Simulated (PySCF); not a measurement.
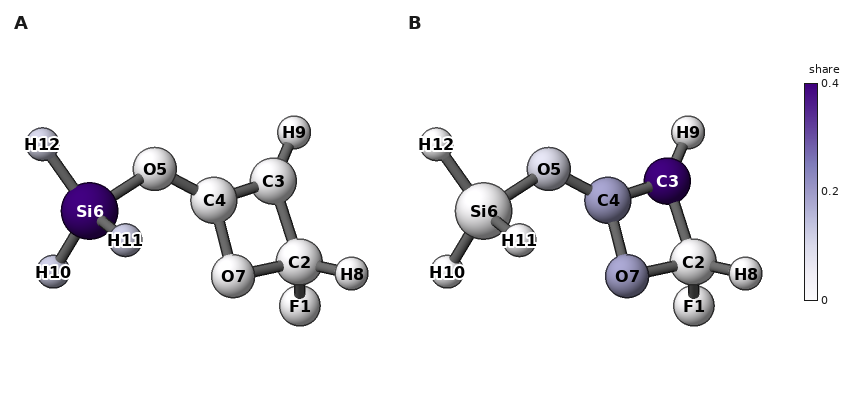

Each panel colours the atoms by their Löwdin share in one orbital (up to four of the largest shares; other atoms are shown as zero). Computed geometry: GFN2-xTB optimisation. No frequency run is at hand to confirm it as a minimum. Computed with CAM-B3LYP/def2-SVPD (PySCF 2.14.0).

**The panels show the HOMO, LUMO, in some order. Which is which?**

A: LUMO, 0.63 eV; Si6 0.40, H11 0.13, H10 0.12, H12 0.11
B: HOMO, −8.05 eV; C3 0.40, C4 0.19, O7 0.19, O5 0.09

The geometry is semi-empirical. Around Si such bond lengths and angles can be off by a tenth of an ångström or more and by several degrees, and values that hang on the shape move with them.
